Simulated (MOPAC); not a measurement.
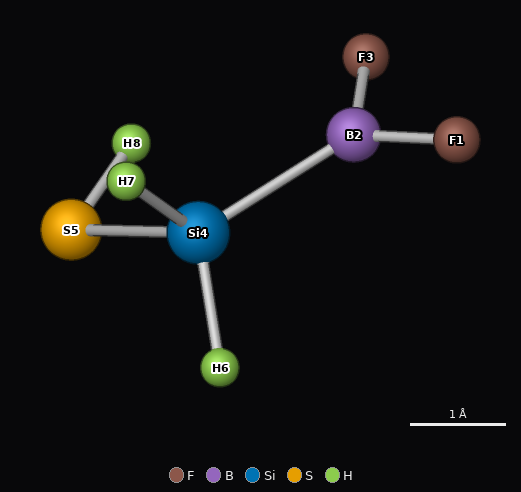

*The structure (ball-and-stick view, seen at a tilt; atoms are numbered from 1 in the order of the input).*

Bond lengths as drawn: B–F 1.32 Å, B–Si 1.98 Å, H–S 1.33 Å, H–Si 1.46 to 1.47 Å and S–Si 2.15 Å.

Run report: BSiH3SF2, energy and gradient calculation

- system: BSiH3SF2, SMILES FB(F)[SiH2]S
- method: PM6-D3H4, closed shell, dispersion D3H4 (MOPAC 23.2.5)

The geometry comes from this level: GFN2-xTB.

**Log**
```
MOPAC v23.2.5
PM6-D3H4 CALCULATION RESULTS

 *  PM6-D3H4   - CORRECT DISPERSION AND HYDROGEN BOND TERMS USING THE D3H4 METHOD
 *  1SCF       - DO 1 SCF AND THEN STOP
 *  THREADS=1  - MULTI-THREADING NOT USED
 *  AUX        - OUTPUT AUXILIARY INFORMATION
 *  GRADIENTS  - ALL GRADIENTS TO BE PRINTED
 *  DISP       - PRINT DISPERSION AND HYDROGEN BOND ENERGIES
 *  BONDS      - FINAL BOND-ORDER MATRIX TO BE PRINTED
PM6-D3H4 1SCF BONDS GRADIENTS DISP THREADS=1 AUX(PRECISION=6)
 BF2H3SSi charge 0

   ATOM   CHEMICAL          X               Y               Z
  NUMBER   SYMBOL      (ANGSTROMS)     (ANGSTROMS)     (ANGSTROMS)

     1       F         -0.91385000  *  -1.72056000  *   1.53781000  *
     2       B         -0.32033000  *  -1.17016000  *   0.49893000  *
     3       F          0.04353000  *  -2.06146000  *  -0.40394000  *
     4      Si         -0.00589000  *   0.77526000  *   0.34705000  *
     5       S          0.56509000  *   1.27267000  *  -1.66930000  *
     6       H         -1.18069000  *   1.60390000  *   0.61249000  *
     7       H          1.07816000  *   1.25887000  *   1.20687000  *
     8       H          0.73399000  *   0.04148000  *  -2.12990000  *

          CARTESIAN COORDINATES

    NO.       ATOM           X           Y           Z

     1         F         -0.9139     -1.7206      1.5378
     2         B         -0.3203     -1.1702      0.4989
     3         F          0.0435     -2.0615     -0.4039
     4        Si         -0.0059      0.7753      0.3471
     5         S          0.5651      1.2727     -1.6693
     6         H         -1.1807      1.6039      0.6125
     7         H          1.0782      1.2589      1.2069
     8         H          0.7340      0.0415     -2.1299

           Empirical Formula: H3 F2 B Si S  =     8 atoms

      MOLECULAR POINT GROUP   :   C1

      RHF CALCULATION, NO. OF DOUBLY OCCUPIED LEVELS = 15

 -------------------------------------------------------------------------------
 PM6-D3H4 1SCF BONDS GRADIENTS DISP THREADS=1 AUX(PRECISION=6)
 BF2H3SSi charge 0

     1SCF WAS SPECIFIED, SO BFGS WAS NOT USED
     SCF FIELD WAS ACHIEVED

                              PM6-D3H4 CALCULATION

          FINAL HEAT OF FORMATION =       -151.15435 KCAL/MOL =    -632.42981 KJ/MOL

          TOTAL ENERGY            =     -29706.22907 KCAL/MOL = ELECTRONIC ENERGY + CORE-CORE REPULSION
          ENERGY OF ATOMS         =      29555.42428 KCAL/MOL
                              SUM =       -150.80480 KCAL/MOL
          DISPERSION ENERGY       =         -0.48187 KCAL/MOL
          H - H CORRECTION ENERGY =          0.13231 KCAL/MOL
                              SUM =       -151.15435 KCAL/MOL = FINAL HEAT OF FORMATION

          TOTAL ENERGY            =      -1288.18401 EV
          ELECTRONIC ENERGY       =      -3040.16363 EV
          CORE-CORE REPULSION     =       1751.97962 EV
          COSMO AREA              =        132.67 SQUARE ANGSTROMS
          COSMO VOLUME            =        124.97 CUBIC ANGSTROMS

          GRADIENT NORM           =         60.18581          =       21.27890 PER ATOM
          IONIZATION POTENTIAL    =          9.548245 EV
          HOMO LUMO ENERGIES (EV) =         -9.548 -0.845
          NO. OF FILLED LEVELS    =         15
          MOLECULAR WEIGHT        =        111.9760         POINT GROUP:  C1

          MOLECULAR DIMENSIONS (Angstroms)

            Atom       Atom       Distance
            S     5    F     1     4.62950
            F     3    H     6     3.78709
            H     7    H     8     2.18784

          SCF CALCULATIONS        =          1

          WALL-CLOCK TIME         =      0.023 SECONDS
          COMPUTATION TIME        =      0.022 SECONDS

          LARGEST ATOMIC GRADIENTS

          Atom     Label                     Cartesian Gradients           Cartesian Coordinates       |Gradient|
                                           X          Y          Z        X          Y          Z

             4      Si                  -9.963    -44.970     10.655   -0.00589    0.77526    0.34705     47.276
             8       H                  -4.724     17.882     11.997    0.73399    0.04148   -2.12990     22.046
             1       F                   4.215     14.525     -4.991   -0.91385   -1.72056    1.53781     15.926
             5       S                   3.637    -12.617     -5.613    0.56509    1.27267   -1.66930     14.280
             3       F                   1.472     14.096      0.449    0.04353   -2.06146   -0.40394     14.180
             6       H                   9.521      0.983     -4.354   -1.18069    1.60390    0.61249     10.515
             7       H                  -4.490      4.615     -7.762    1.07816    1.25887    1.20687     10.085
             2       B                   0.333      5.486     -0.381   -0.32033   -1.17016    0.49893      5.509

       FINAL  POINT  AND  DERIVATIVES

   PARAMETER     ATOM    TYPE            VALUE        GRADIENT
      1          1  F    CARTESIAN X    -0.913850      4.214573  KCAL/ANGSTROM
      2          1  F    CARTESIAN Y    -1.720560     14.524725  KCAL/ANGSTROM
      3          1  F    CARTESIAN Z     1.537810     -4.991068  KCAL/ANGSTROM
      4          2  B    CARTESIAN X    -0.320330      0.332601  KCAL/ANGSTROM
      5          2  B    CARTESIAN Y    -1.170160      5.486047  KCAL/ANGSTROM
      6          2  B    CARTESIAN Z     0.498930     -0.381185  KCAL/ANGSTROM
      7          3  F    CARTESIAN X     0.043530      1.472139  KCAL/ANGSTROM
      8          3  F    CARTESIAN Y    -2.061460     14.095931  KCAL/ANGSTROM
      9          3  F    CARTESIAN Z    -0.403940      0.448958  KCAL/ANGSTROM
     10          4 Si    CARTESIAN X    -0.005890     -9.962687  KCAL/ANGSTROM
     11          4 Si    CARTESIAN Y     0.775260    -44.969610  KCAL/ANGSTROM
     12          4 Si    CARTESIAN Z     0.347050     10.655028  KCAL/ANGSTROM
     13          5  S    CARTESIAN X     0.565090      3.636836  KCAL/ANGSTROM
     14          5  S    CARTESIAN Y     1.272670    -12.617244  KCAL/ANGSTROM
     15          5  S    CARTESIAN Z    -1.669300     -5.612819  KCAL/ANGSTROM
     16          6  H    CARTESIAN X    -1.180690      9.520887  KCAL/ANGSTROM
     17          6  H    CARTESIAN Y     1.603900      0.983009  KCAL/ANGSTROM
     18          6  H    CARTESIAN Z     0.612490     -4.353948  KCAL/ANGSTROM
     19          7  H    CARTESIAN X     1.078160     -4.490262  KCAL/ANGSTROM
     20          7  H    CARTESIAN Y     1.258870      4.615081  KCAL/ANGSTROM
     21          7  H    CARTESIAN Z     1.206870     -7.762085  KCAL/ANGSTROM
     22          8  H    CARTESIAN X     0.733990     -4.724086  KCAL/ANGSTROM
     23          8  H    CARTESIAN Y     0.041480     17.882061  KCAL/ANGSTROM
     24          8  H    CARTESIAN Z    -2.129900     11.997119  KCAL/ANGSTROM

   ATOM   CHEMICAL          X               Y               Z
  NUMBER   SYMBOL      (ANGSTROMS)     (ANGSTROMS)     (ANGSTROMS)

     1       F         -0.91385000  *  -1.72056000  *   1.53781000  *
     2       B         -0.32033000  *  -1.17016000  *   0.49893000  *
     3       F          0.04353000  *  -2.06146000  *  -0.40394000  *
     4      Si         -0.00589000  *   0.77526000  *   0.34705000  *
     5       S          0.56509000  *   1.27267000  *  -1.66930000  *
     6       H         -1.18069000  *   1.60390000  *   0.61249000  *
     7       H          1.07816000  *   1.25887000  *   1.20687000  *
     8       H          0.73399000  *   0.04148000  *  -2.12990000  *

                             CARTESIAN COORDINATES

   1    F       -0.913850000    -1.720560000     1.537810000
   2    B       -0.320330000    -1.170160000     0.498930000
   3    F        0.043530000    -2.061460000    -0.403940000
   4   Si       -0.005890000     0.775260000     0.347050000
   5    S        0.565090000     1.272670000    -1.669300000
   6    H       -1.180690000     1.603900000     0.612490000
   7    H        1.078160000     1.258870000     1.206870000
   8    H        0.733990000     0.041480000    -2.129900000

           Empirical Formula: H3 F2 B Si S  =     8 atoms

      MOLECULAR POINT GROUP   :   C1

                  EIGENVALUES
 -41.33549 -41.29397 -30.49487 -19.54010 -18.44295 -17.20408 -16.83724 -16.62101
 -15.54229 -15.18702 -13.52649 -12.29150 -10.99742  -9.97296  -9.54824  -0.84478
  -0.80027  -0.57520   0.20925   0.56436   0.70033   0.78248   1.28900   1.36886
   1.79825   1.91769   1.97007   2.14078   3.43730   3.65879   3.76150   3.89362
   4.13588

              NET ATOMIC CHARGES AND DIPOLE CONTRIBUTIONS

  ATOM NO.   TYPE          CHARGE      No. of ELECS.   s-Pop       p-Pop       d-Pop
    1          F          -0.291735        7.2917     1.94601     5.34572
    2          B           0.419038        2.5810     1.11977     1.46119
    3          F          -0.296404        7.2964     1.94663     5.34977
    4         Si           0.460005        3.5400     1.22099     1.75236     0.56665
    5          S          -0.490650        6.4906     1.90758     4.46734     0.11573
    6          H          -0.007151        1.0072     1.00715
    7          H          -0.008006        1.0080     1.00801
    8          H           0.214904        0.7851     0.78510
 DIPOLE           X         Y         Z       TOTAL
 POINT-CHG.    -0.014     1.644     1.859     2.482
 HYBRID         0.043    -0.966    -0.884     1.310
 SUM            0.029     0.677     0.976     1.188

          ATOMIC ORBITAL ELECTRON POPULATIONS

     Atom    s        px        py        pz      x^2-y^2     xz        z^2       yz        xy
    1  F   1.94601   1.81018   1.89053   1.64501
    2  B   1.11977   0.28590   0.71616   0.45912
    3  F   1.94663   1.87093   1.76087   1.71797
    4 Si   1.22099   0.69799   0.59761   0.45676   0.10351   0.16889   0.12814   0.04671   0.11939
    5  S   1.90758   1.84176   1.22792   1.39766   0.04470   0.01036   0.02582   0.02674   0.00810
    6  H   1.00715
    7  H   1.00801
    8  H   0.78510

          BONDING CONTRIBUTION OF EACH M.O.

  0.2840  0.2746  0.6811  1.3556  1.3554  0.8286  0.5864  0.5827  0.2133  0.5921
  1.6853  1.9462  1.6754  1.4028  0.5003 -0.7847 -1.3497 -0.5815 -0.5249 -0.4243
 -0.3098 -0.2061 -0.4965 -0.3738 -0.0046 -0.0697 -0.0686 -0.5617 -1.7456 -1.6207
 -1.5860 -1.4992 -1.7564

            (VALENCIES)   BOND ORDERS

     1  F     (1.087)     2  B 1.002     3  F 0.046     4 Si 0.029

     2  B     (2.942)     1  F 1.002     3  F 0.998     4 Si 0.879     5  S 0.033     7  H 0.016     6  H 0.014

     3  F     (1.079)     2  B 0.998     1  F 0.046     4 Si 0.028

     4 Si     (3.888)     5  S 1.015     6  H 0.958     7  H 0.957     2  B 0.879     1  F 0.029     3  F 0.028
                          8  H 0.022

     5  S     (2.014)     4 Si 1.015     8  H 0.929     2  B 0.033     7  H 0.015     6  H 0.014

     6  H     (1.000)     4 Si 0.958     2  B 0.014     5  S 0.014

     7  H     (1.000)     4 Si 0.957     2  B 0.016     5  S 0.015

     8  H     (0.954)     5  S 0.929     4 Si 0.022

 *                    *
 * JOB ENDED NORMALLY *
 *                    *

 TOTAL JOB TIME:             0.03 SECONDS

 == MOPAC DONE ==
```

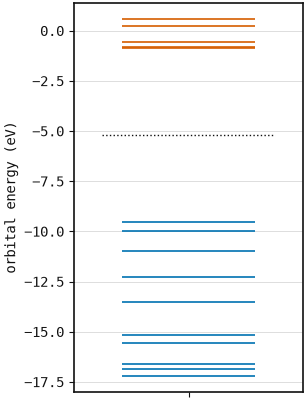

*Orbital energies near the frontier; the dotted line parts filled from empty levels, and levels within 0.02 eV of each other stand side by side.*

Highest filled −9.55 eV, lowest empty −0.84 eV, 8.71 eV apart.

This output came from the following input.

**Input file (input.mop)**
```
PM6-D3H4 1SCF BONDS GRADIENTS DISP THREADS=1 AUX(PRECISION=6)
BF2H3SSi charge 0

F     -0.913850 1    -1.720560 1     1.537810 1
B     -0.320330 1    -1.170160 1     0.498930 1
F      0.043530 1    -2.061460 1    -0.403940 1
Si    -0.005890 1     0.775260 1     0.347050 1
S      0.565090 1     1.272670 1    -1.669300 1
H     -1.180690 1     1.603900 1     0.612490 1
H      1.078160 1     1.258870 1     1.206870 1
H      0.733990 1     0.041480 1    -2.129900 1
```

Run as:
```bash
mopac input.mop
```

**Results in brief**

- outcome: converged
- total energy: −47.339889 hartree
- dispersion energy: −0.000768 hartree
- heat of formation: −151.15 kcal/mol
- basis functions: 33
- largest force: 2.050 eV/Å
- HOMO: −9.55 eV
- LUMO: −0.84 eV
- dipole moment: 1.19 D
- hardware: 1 thread of Arm Neoverse N1, 98 GiB of memory available, shared host
- peak memory: 0.12 GiB

**Notes**

MOPAC's energies along a path are heats of formation.
